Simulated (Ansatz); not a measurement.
**Cu₄ (charge −1, quartet): density, localisation and related maps**

The calculation's input:

```
crystal:
  periodic: [false, false, false]
  atoms:
    - {symbol: Cu, position_ang: [-1.094812, -0.216278, -0.905904]}
    - {symbol: Cu, position_ang: [0.285921, 1.406422, 0.079238]}
    - {symbol: Cu, position_ang: [1.161817, -0.698870, -0.477184]}
    - {symbol: Cu, position_ang: [-0.352925, -0.491275, 1.303851]}
basis:
  gaussian: {orbitals: def2-TZVPD, initial_orbitals: start.molden}
total_charge: -1
magnetization: {spin_polarized: true, initial_magnetization: 3}
hamiltonian: {xc: pbe0, dispersion: d4}
scf: {omitted_lower_state_checks: [starts]}
output: {orbitals: {seedname: orbitals}}
```

Launched as:

```sh
ansatz run in.yaml --threads 4 --pin off --events-out ev --progress --plain --max-ram 4787MiB
```

Geometry: r2SCAN-D4/def2-SVPD.

Method: UKS PBE0-D4/def2-TZVPD (Ansatz).

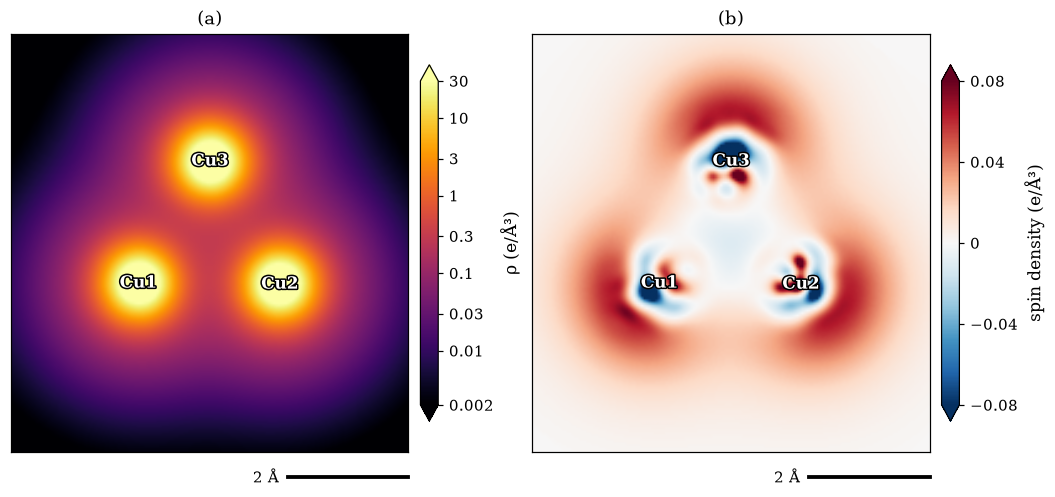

Figure 1. (a) electron density; (b) spin density on the plane of atoms Cu2, Cu1 and Cu3.

What does the map show?

Atoms in the plane: Cu. Cu–Cu (2.35 Å): ρ at the midpoint is about 0.34 e/Å³. The unpaired spin (3 electrons) lies mostly on Cu1 (about 0.8), Cu2 (about 0.8), Cu3 (about 0.8) and Cu4 (about 0.8), in electrons by Hirshfeld's partition.

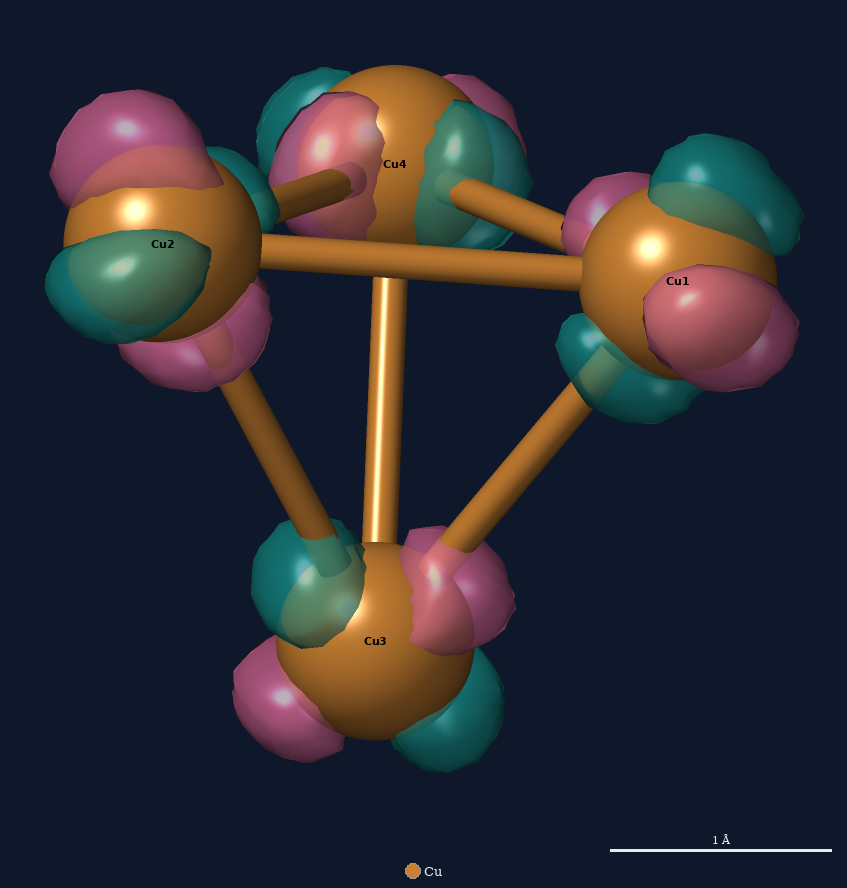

Figure 2. The HOMO (β) at ±0.3 Å⁻³ᐟ² (teal and pink are the two phases), seen at a tilt.

Describe this orbital and give its energy.

It lies mainly on Cu1 (about 25 %), Cu2 (about 25 %), Cu3 (about 25 %) and Cu4 (about 25 %). It is one of a degenerate set, so its orientation is arbitrary. Its energy is −2.45 eV.
